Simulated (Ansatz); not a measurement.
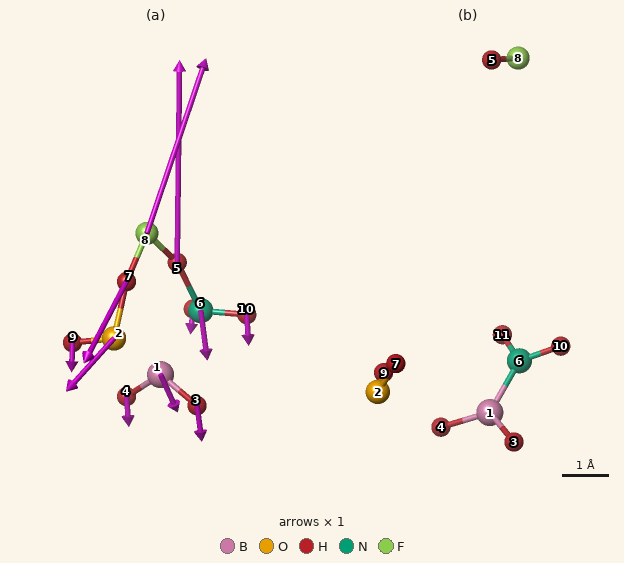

The structure of BNH7OF (coarse preliminary run) before (left) and after (right) a saddle-point search, at one scale. The purple arrows give the displacements, at their true length.

A ball-and-stick model, seen from a free direction.

The reaction that was planned forms B1–N6, H5–F8, O2–H7 and breaks B1–O2, H5–N6, H7–F8 (atoms numbered from 1 in input order).

All numbers below come from RKS PBE0-D4/def2-SVP in Ansatz 0.2.0.

Input
```yaml
crystal:
  periodic: [false, false, false]
  atoms:
    - {symbol: B, position_ang: [-0.029039, -1.086060, -0.096687]}
    - {symbol: O, position_ang: [1.021691, -0.178192, -1.155279]}
    - {symbol: H, position_ang: [-0.824017, -1.664462, -0.798065]}
    - {symbol: H, position_ang: [0.686117, -1.680101, 0.682650]}
    - {symbol: H, position_ang: [-0.347545, 1.330870, 0.294229]}
    - {symbol: N, position_ang: [-0.891973, 0.220049, 0.794227]}
    - {symbol: H, position_ang: [0.769846, 1.040550, -0.901041]}
    - {symbol: F, position_ang: [0.337913, 2.044189, -0.396538]}
    - {symbol: H, position_ang: [1.915579, -0.329886, -0.825264]}
    - {symbol: H, position_ang: [-1.891497, 0.174666, 0.603921]}
    - {symbol: H, position_ang: [-0.747175, 0.128477, 1.797847]}
basis:
  gaussian: {orbitals: def2-SVP}
hamiltonian: {xc: pbe0, dispersion: d4}
saddle:
  f_tol: 0.04
  max_steps: 70
  order_check: false
  mode_guess:
    - [-1.0808, 0.2052, 1.1009]
    - [0.4035, 1.4794, -0.4061]
    - [0.0000, 0.0000, 0.0000]
    - [0.0000, 0.0000, 0.0000]
    - [0.9761, 1.4237, -0.9472]
    - [0.0711, -1.5577, -0.1199]
    - [0.5572, -1.7934, -0.6194]
    - [-0.9270, 0.2428, 0.9917]
    - [0.0000, 0.0000, 0.0000]
    - [0.0000, 0.0000, 0.0000]
    - [0.0000, 0.0000, 0.0000]
```

Summarise the run.

The relaxation stopped without meeting its thresholds, so the last structure isn't shown to be converged. The largest move after the best rigid fit is that of H5, 4.43 Å. Largest moves by element: H 4.43 Å, F 4.16 Å, O 1.65 Å, N 1.13 Å, B 1.03 Å. Near-neighbour distances that change, for instance: H7–F8 1.203 → 7.641 Å, H5–N6 1.334 → 6.717 Å, B1–O2 1.746 → 3.306 Å, B1–N6 1.801 → 1.389 Å. New bonds form: B1–N6 (1.80 → 1.39 Å). Bond angles that change, for instance: H10–N6–H11 108.6° → 113.3°. The search stopped after 70 steps with a largest force component of 0.15 eV/Å and a curvature of 0.03 eV/Å² along the mode that it followed.
